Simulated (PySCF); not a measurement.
Se(OH)(GeH3), H4GeOSe, SMILES [Se]([GeH3])O at its CAM-B3LYP/def2-SVP optimised geometry (Å):

```
7

Se    -1.2785    -1.4424     1.9320
O     -0.4762    -0.2909     3.1026
H     -1.1378     0.3806     3.3198
Ge    -0.4916    -0.3359     0.0000
H     -1.0406    -1.1077    -1.2089
H     -1.0129     1.1077     0.0000
H      1.0406    -0.3359     0.0000
```

Computed with CAM-B3LYP/def2-TZVP (PySCF). Cells within 0.4 Å of a nucleus heavier than hydrogen are left out (blank, or x).

Map of the electrostatic potential (hartree/e), clipped to [-0.08, 0.12] on the plane z = 0.0 Å:

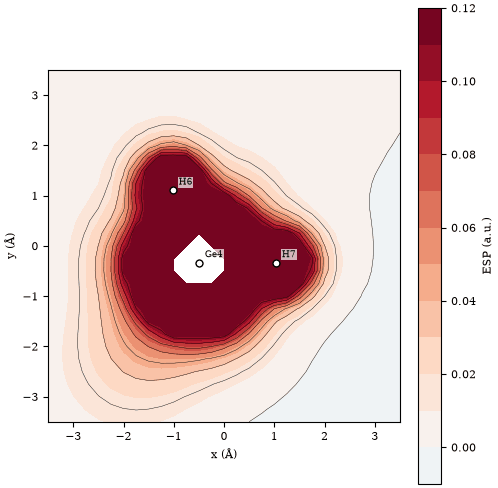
Fig. 1. Electrostatic potential (hartree/e), clipped to [-0.08, 0.12] on the plane z = 0.0 Å.
